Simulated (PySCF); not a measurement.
SnCl (doublet)

```xyz
2

Sn    0.0000    0.0000   -0.5401
Cl    0.0000    0.0000    1.8519
```

These are results of PBE0/x2c-SVPall, spin-free X2C-1e, Gaussian nucleus, at a bond length of 2.392 Å (PySCF), not measurements.

Predict the electron density, electron localisation function and spin density between the atoms.

Answer. Sn–Cl (2.39 Å): ρ at the midpoint is about 0.49 e/Å³; the ELF peaks at about 0.85 in the valence shell of Cl, 0.8 Å from its nucleus, and drops to about 0.15 between the two atoms.
The unpaired spin (1 electron) lies mostly on Sn1 (about 0.9), in electrons by Hirshfeld's partition.

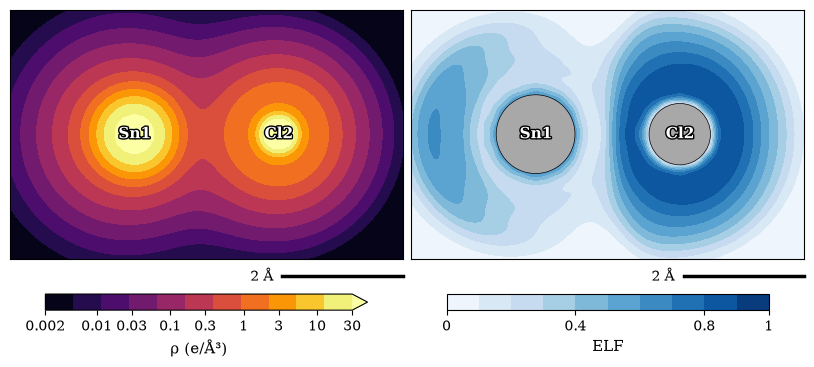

Computed electron density and electron localisation function on a plane that holds the molecular axis, in this order. Grey discs cover the atomic cores in the ELF map. 
